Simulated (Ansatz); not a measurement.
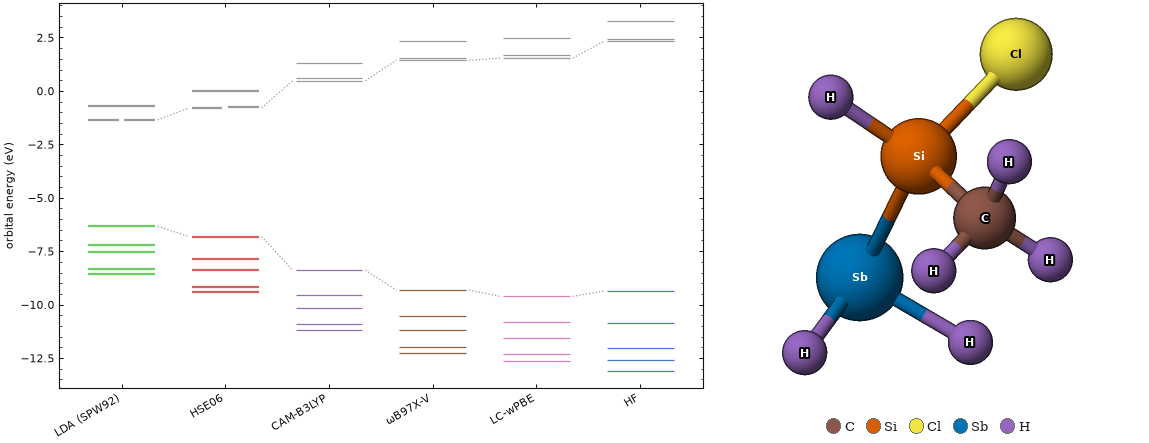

Frontier orbital energies of CH₆ClSbSi, SMILES C[Si@@H](Cl)[SbH2], singlet at one geometry, def2-TZVPP, the Ansatz code, at a PBE0-D4/def2-TZVP geometry (a minimum by its frequencies). Empty levels are grey, levels within 0.1 eV stand side by side; all columns show the same few orbitals around the gap. Dotted lines join the HOMOs and the LUMOs.

Question: Compare the HOMO-LUMO separations.

Answer: The separation grows from 4.99 eV (LDA (SPW92)) to 11.68 eV (HF).

```csv
level,HOMO (eV),LUMO (eV),separation (eV)
LDA (SPW92),−6.34,−1.35,4.99
HSE06,−6.82,−0.80,6.02
CAM-B3LYP,−8.39,0.48,8.87
ωB97X-V,−9.32,1.43,10.75
LC-wPBE,−9.62,1.54,11.15
HF,−9.37,2.32,11.68
```

Caveats, for all or some of the runs: core potentials past krypton; empty levels above zero depend strongly on the basis; spin-orbit coupling is left out, and with Sb it can shift these levels and split any degenerate set.
